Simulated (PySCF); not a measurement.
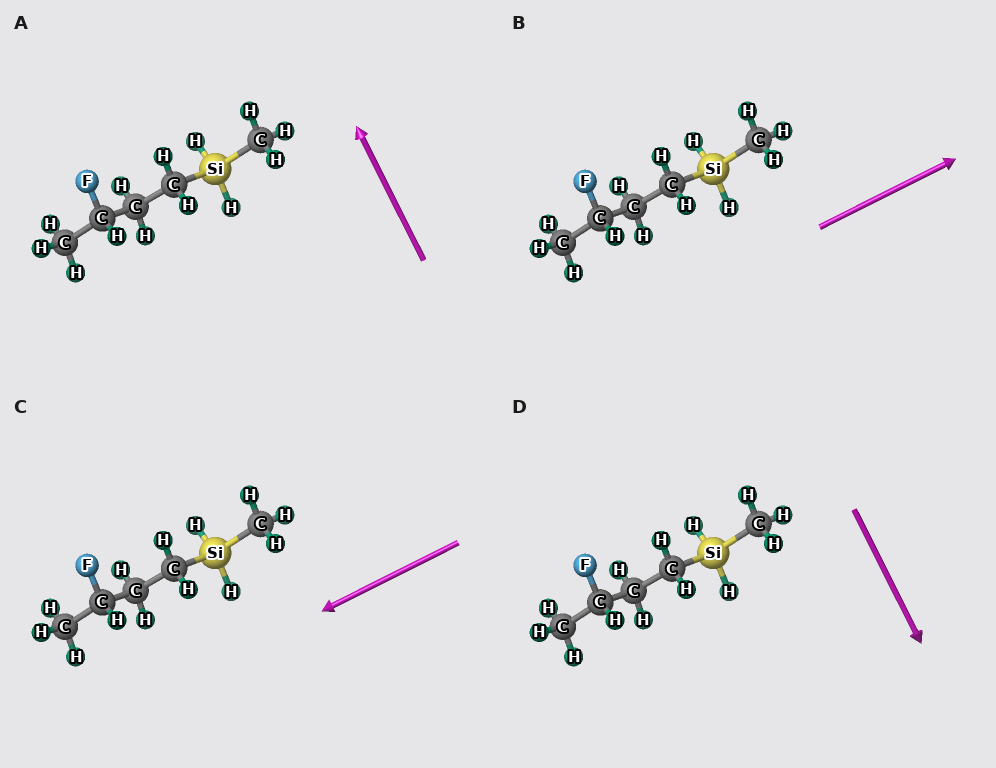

The same molecule four times, each with an arrow. Computed geometry: GFN2-xTB optimisation. No frequency run is at hand to confirm it as a minimum. Level of theory: PBE0/pcSseg-1, gas phase (PySCF 2.14.0).

Question: Which arrow points along the dipole moment, from the negative to the positive end?

Answer: D. The dipole moment is 1.47 D.

The geometry is semi-empirical. Around Si such bond lengths and angles can be off by a tenth of an ångström or more and by several degrees, and values that hang on the shape move with them.
